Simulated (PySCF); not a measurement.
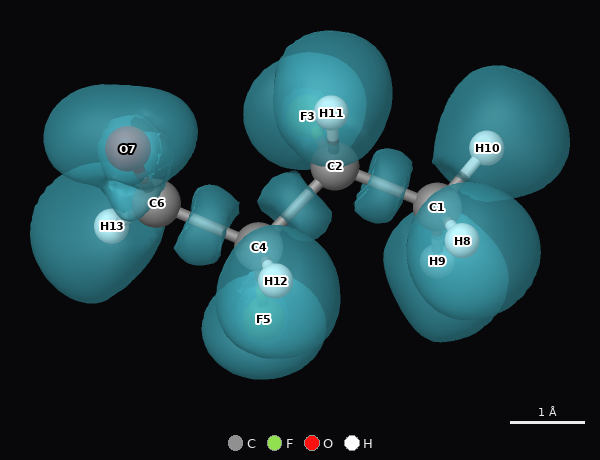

C₄H₆F₂O. Isosurface of the ELF at 0.75 (cyan), seen at a tilt. Only the valence region is drawn (cores and ρ < 0.01 e/Å³ removed).

Geometry: GFN2-xTB.

All numbers below come from PySCF 2.14.0, PBE0/pcSseg-1, SCF density, gas phase, non-relativistic.

```json
{"atom": "C", "x (Å)": "-1.7106", "y (Å)": "0.4395", "z (Å)": "-0.3210"}
{"atom": "C", "x (Å)": "-0.4142", "y (Å)": "0.2624", "z (Å)": "0.4493"}
{"atom": "F", "x (Å)": "-0.5994", "y (Å)": "-0.6760", "z (Å)": "1.4419"}
{"atom": "C", "x (Å)": "0.7497", "y (Å)": "-0.1944", "z (Å)": "-0.4539"}
{"atom": "F", "x (Å)": "0.3926", "y (Å)": "-1.3036", "z (Å)": "-1.1793"}
{"atom": "C", "x (Å)": "1.9743", "y (Å)": "-0.5042", "z (Å)": "0.3846"}
{"atom": "O", "x (Å)": "2.6008", "y (Å)": "0.3258", "z (Å)": "0.9726"}
{"atom": "H", "x (Å)": "-1.6068", "y (Å)": "1.2423", "z (Å)": "-1.0448"}
{"atom": "H", "x (Å)": "-1.9619", "y (Å)": "-0.4836", "z (Å)": "-0.8379"}
{"atom": "H", "x (Å)": "-2.5110", "y (Å)": "0.6823", "z (Å)": "0.3730"}
{"atom": "H", "x (Å)": "-0.1056", "y (Å)": "1.1853", "z (Å)": "0.9575"}
{"atom": "H", "x (Å)": "0.9694", "y (Å)": "0.6045", "z (Å)": "-1.1739"}
{"atom": "H", "x (Å)": "2.2182", "y (Å)": "-1.5797", "z (Å)": "0.4139"}
```

Question: Identify the bonds, lone pairs and shells in this picture.

Answer: The surface consists of three regions between bonded C–C atoms (shared pairs), six regions around hydrogen nuclei, two regions on F in which the atom's valence shell and bonds are merged and one region on O in which the atom's valence shell and bonds are merged.

Values along the shortest contacts:
C–O (1.19 Å): the ELF peaks at about 0.85 between the atoms; a multiple bond. C–F (1.37 Å): the ELF peaks at about 0.85 between the atoms: a polar covalent bond.
